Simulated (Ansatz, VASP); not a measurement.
# AlN: VASP beside Ansatz

Aim: how closely do two programs agree when they are given the same cell, functional and k mesh?

Calculated with Ansatz 0.2.0; plane waves, with VASP 6.6.1 beside it; band structure at HSE06.

## (1) Starting point

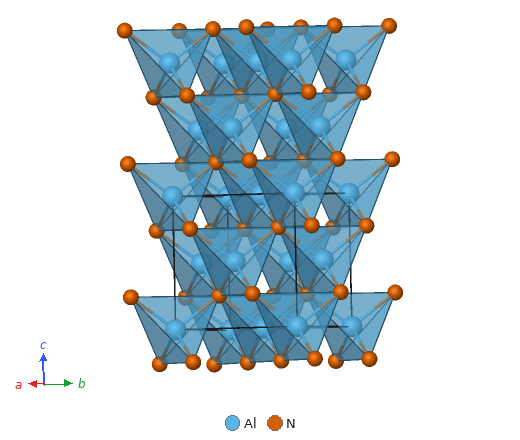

Start, viewed from a free direction; aluminium blue, nitrogen orange. 1×1×2 cells are drawn. This picture shows the conventional cell, with its axes. Some periodic images of atoms are drawn too.

## (2) VASP: band structure, HSE06

The same path points are solved in both programs, so levels can be compared one by one.

Lines of VASP's logs that name or quote its potential files are left out, and so is its time.

Contents of INCAR:

```
SYSTEM = AlN
PREC = Accurate
ENCUT = 460
EDIFF = 1E-06
NELM = 100
ISMEAR = 0
SIGMA = 0.03
LREAL = .FALSE.
ALGO = Normal
LHFCALC = .TRUE.
AEXX = 0.25
GGA = PE
HFSCREEN = 0.2
LASPH = .TRUE.
NBANDS = 10
PRECFOCK = Fast
LORBIT = 11
LWAVE = .FALSE.
LCHARG = .FALSE.
KPAR = 4
```

Contents of POSCAR:

```
AlN
1.0
    0.0000000000      2.1839935596      2.1839935596
    2.1839935596      0.0000000000      2.1839935596
    2.1839935596      2.1839935596      0.0000000000
Al N
1 1
Direct
    0.0000000000      0.0000000000      0.0000000000
    0.2500000000      0.2500000000      0.2500000000
```

Contents of KPOINTS:

```
Automatic mesh
0
Gamma
6 6 6
0 0 0
```

Contents of KPOINTS_OPT:

```
Line mode
10
Line-mode
Reciprocal
  0.00000000   0.00000000   0.00000000 GAMMA
  0.50000000   0.00000000   0.50000000 X

  0.50000000   0.00000000   0.50000000 X
  0.50000000   0.25000000   0.75000000 W

  0.50000000   0.25000000   0.75000000 W
  0.37500000   0.37500000   0.75000000 K

  0.37500000   0.37500000   0.75000000 K
  0.00000000   0.00000000   0.00000000 GAMMA

  0.00000000   0.00000000   0.00000000 GAMMA
  0.50000000   0.50000000   0.50000000 L

  0.50000000   0.50000000   0.50000000 L
  0.62500000   0.25000000   0.62500000 U

  0.62500000   0.25000000   0.62500000 U
  0.50000000   0.25000000   0.75000000 W

  0.50000000   0.25000000   0.75000000 W
  0.50000000   0.50000000   0.50000000 L

  0.50000000   0.50000000   0.50000000 L
  0.37500000   0.37500000   0.75000000 K

  0.62500000   0.25000000   0.62500000 U
  0.50000000   0.00000000   0.50000000 X
```

PAW data sets: Al and N (PBE family, release 64).

Launch:

```sh
$ mpirun -np 4 vasp_std
```

Numbers of over 12 decimals in the logs are rounded to 6 here.

The log of the run:

```text
[banner, memory and clock lines left out]
running    4 mpi-ranks, on    1 nodes
 distrk:  each k-point on    1 cores,    4 groups
 distr:  one band on    1 cores,    1 groups

 POSCAR found type information on POSCAR AlN
 POSCAR found :  2 types and       2 ions
 LDA part: xc-table for (Slater+PW92), standard interpolation
 found WAVECAR, reading the header
 POSCAR, INCAR and KPOINTS ok, starting setup
 FFT: planning ... GRIDC
 FFT: planning ... GRID_SOFT
 FFT: planning ... GRID
 reading WAVECAR
 the WAVECAR file was read successfully
 initial charge from wavefunction
 entering main loop
       N       E                     dE             d eps       ncg     rms          rms(c)
DAV:   1    -0.174307122799E+02   -0.17431E+02   -0.10521E+00   366   0.635E+00    0.960E+00
DAV:   2    -0.174317902915E+02   -0.10780E-02   -0.18984E-02   338   0.125E+00    0.619E+00
DAV:   3    -0.174302090572E+02    0.15812E-02   -0.48125E-03   358   0.392E-01    0.388E+00
DAV:   4    -0.174298906273E+02    0.31843E-03   -0.31929E-04   386   0.113E-01    0.232E+00
DAV:   5    -0.174297185145E+02    0.17211E-03   -0.55403E-05   370   0.616E-02    0.134E+00
DAV:   6    -0.174296641206E+02    0.54394E-04   -0.25591E-05   344   0.423E-02    0.772E-01
DAV:   7    -0.174296461915E+02    0.17929E-04   -0.46648E-06   370   0.186E-02    0.441E-01
DAV:   8    -0.174296403193E+02    0.58721E-05   -0.20337E-06   304   0.108E-02    0.254E-01
DAV:   9    -0.174296386400E+02    0.16794E-05   -0.67575E-07   178   0.680E-03    0.149E-01
DAV:  10    -0.174296381136E+02    0.52639E-06   -0.24581E-07   178   0.459E-03
   1 F= -.17429638E+02 E0= -.17429638E+02  d E =-.195597E-22
 Start KPOINTS_OPT (optional k-point list driver)
k-point batch [1-16\100]
       N       E                     dE             ncg
DAV:   1     0.391068071013E+03   -0.35198E+04      328
DAV:   2    -0.197028049172E+02   -0.41077E+03      398
DAV:   3    -0.358803833311E+02   -0.16178E+02      398
DAV:   4    -0.360499387543E+02   -0.16956E+00      404
DAV:   5    -0.360513012279E+02   -0.13625E-02      376
DAV:   6    -0.360513331193E+02   -0.31891E-04      428
DAV:   7    -0.360513336201E+02   -0.50078E-06      324
[...]
k-point batch [97-100\100]
       N       E                     dE             ncg
DAV:   1     0.398282605899E+04   -0.13544E+04       80
DAV:   2     0.389081395841E+04   -0.92012E+02      104
DAV:   3     0.388790831382E+04   -0.29056E+01       94
DAV:   4     0.388787423070E+04   -0.34083E-01      104
DAV:   5     0.388787387619E+04   -0.35451E-03       96
DAV:   6     0.388787386790E+04   -0.82840E-05      120
DAV:   7     0.388787386784E+04   -0.59571E-07       96
```

OUTCAR, selected parts (step 2):

```text
ion  position               nearest neighbor table
   1  0.000  0.000  0.000-   2 1.89   2 1.89   2 1.89   2 1.89
   2  0.250  0.250  0.250-   1 1.89   1 1.89   1 1.89   1 1.89

  LATTYP: Found a face centered cubic cell.
 ALAT       =     4.3679871192

 Subroutine GETGRP returns: Found 24 space group operations
 (whereof 24 operations were pure point group operations)

The static configuration has the point symmetry T_d .

 Found     16 irreducible k-points:

   k-points           NKPTS =     16   k-points in BZ     NKDIM =    216   number of bands    NBANDS=     10

   dimension x,y,z NGX =    24 NGY =   24 NGZ =   24
   dimension x,y,z NGXF=    48 NGYF=   48 NGZF=   48

   ENCUT  =  460.0 eV  33.81 Ry    5.81 a.u.   5.40  5.40  5.40*2*pi/ulx,y,z

   NELECT =       8.0000    total number of electrons

 k-points in reciprocal lattice and weights: Automatic mesh
   0.00000000  0.00000000  0.00000000       0.005
   0.16666667  0.00000000  0.00000000       0.037
   0.33333333  0.00000000  0.00000000       0.037
   0.50000000  0.00000000  0.00000000       0.019
   0.16666667  0.16666667  0.00000000       0.028
   0.33333333  0.16666667  0.00000000       0.111
   0.50000000  0.16666667  0.00000000       0.111
  -0.33333333  0.16666667  0.00000000       0.111
  -0.16666667  0.16666667  0.00000000       0.056
[...]
-0.33333333  0.33333333  0.16666667       0.111
  -0.33333333  0.50000000  0.16666667       0.056

  exchange ACFDT corr.  =         0.00000000  see jH, gK, PRB 81, 115126

 average (electrostatic) potential at core
       1 -67.6537       2 -54.8799

 E-fermi :   5.2333

 k-point     1 :       0.0000    0.0000    0.0000
  band No.  band energies     occupation
      1     -11.4480      2.00000
      2       5.0344      2.00000
      3       5.0344      2.00000
      4       5.0344      2.00000
      5      10.6062      0.00000
      6      19.2983      0.00000
      7      19.2983      0.00000
      8      19.2983      0.00000
      9      24.6560      0.00000
    ...

 k-point     2 :       0.1667    0.0000    0.0000
  band No.  band energies     occupation
      1     -11.0222      2.00000
      2       3.0623      2.00000
      3       4.8856      2.00000
      4       4.8856      2.00000
      5      12.0966      0.00000
      6      18.3965      0.00000
      7      19.4932      0.00000
      8      19.4932      0.00000
      9      22.7346      0.00000
    ...

 k-point     3 :       0.3333    0.0000    0.0000
  band No.  band energies     occupation
      1      -9.9685      2.00000
      2       0.1040      2.00000
      3       4.6193      2.00000
      4       4.6193      2.00000
      5      13.5737      0.00000
      6      17.2052      0.00000
      7      18.4336      0.00000
      8      18.4336      0.00000
      9      24.2206      0.00000
    ...

  energy-cutoff  :      460.00
  volume of cell :       20.83
      direct lattice vectors                 reciprocal lattice vectors
     0.000000000  2.183993560  2.183993560    -0.228938404  0.228938404  0.228938404
     2.183993560  0.000000000  2.183993560     0.228938404 -0.228938404  0.228938404
     2.183993560  2.183993560  0.000000000     0.228938404  0.228938404 -0.228938404

 POSITION                                       TOTAL-FORCE (eV/Angst)
 -----------------------------------------------------------------------------------
      0.00000      0.00000      0.00000         0.000000     -0.000000      0.000000
      1.09200      1.09200      1.09200        -0.000000      0.000000     -0.000000
 -----------------------------------------------------------------------------------
    total drift:                                0.000002     -0.000000      0.000001

  FREE ENERGIE OF THE ION-ELECTRON SYSTEM (eV)
  ---------------------------------------------------
  free  energy   TOTEN  =       -17.4296381136 eV

  energy  without entropy=      -17.4296381136  energy(sigma->0) =      -17.42963811

 total charge
# of ion       s       p       d       tot
------------------------------------------
    1        0.423   0.462   0.000   0.885
    2        1.227   2.638   0.000   3.865
--------------------------------------------------
tot          1.650   3.100   0.000   4.750

[... 3 further parts left out ...]
```

(Part 1 of 2 ends here.)

[Lines on the potential files, build, host, timing and source positions are cut from VASP's logs without a mark.]

[Logs are printed without paths, hosts, clocks, repeated set-up lines and the standing remarks that a program may print on its own settings, such as how far it seeks lower states.]

[Hosts, paths, dates, database ids (printed as entryN), source tags and the programs' standing remarks are cut or masked in the printed files.]
